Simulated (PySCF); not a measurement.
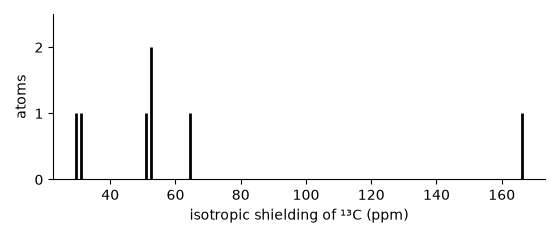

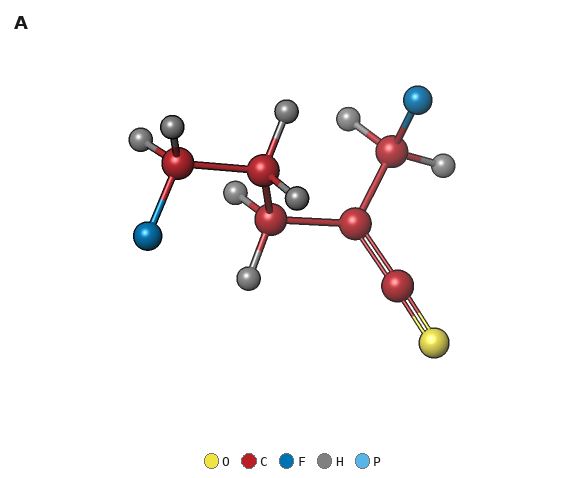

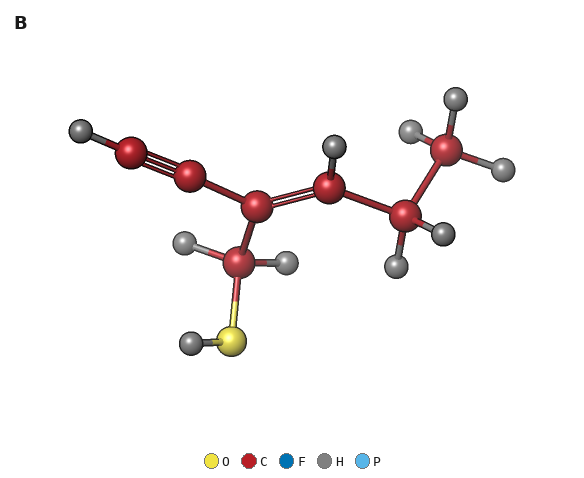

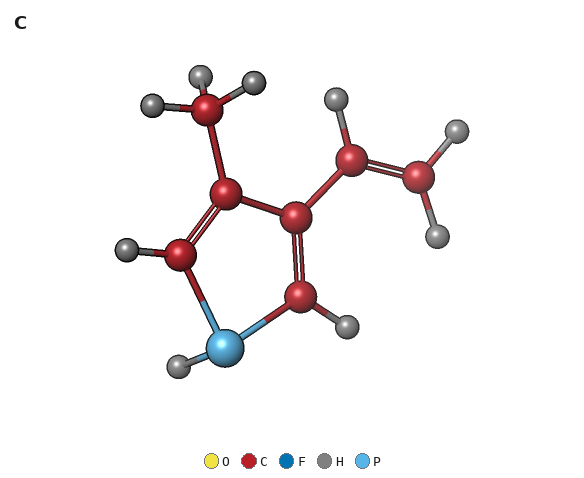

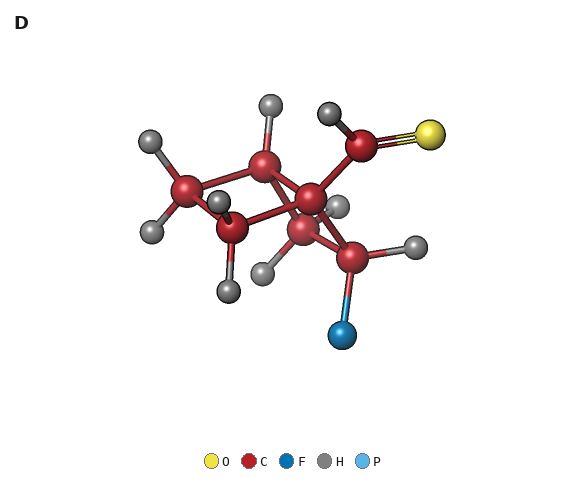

The sticks are computed shieldings of one of the molecules, for one fixed geometry (GFN2-xTB) without averaging over rotations. Low shielding means a high chemical shift. Method: GIAO PBE0/pcSseg-1 NMR shielding, non-relativistic, gas phase (PySCF 2.14.0).

> Which molecule gives this pattern?

C, `C=Cc1c[pH]cc1C`. Its 7 C atoms give lines at 29.4, 31.1, 50.9, 52.4 (2 atoms), 64.5, 166.3 ppm.

The geometry is semi-empirical. Around P such bond lengths and angles can be off by a tenth of an ångström or more and by several degrees, and values that hang on the shape move with them.
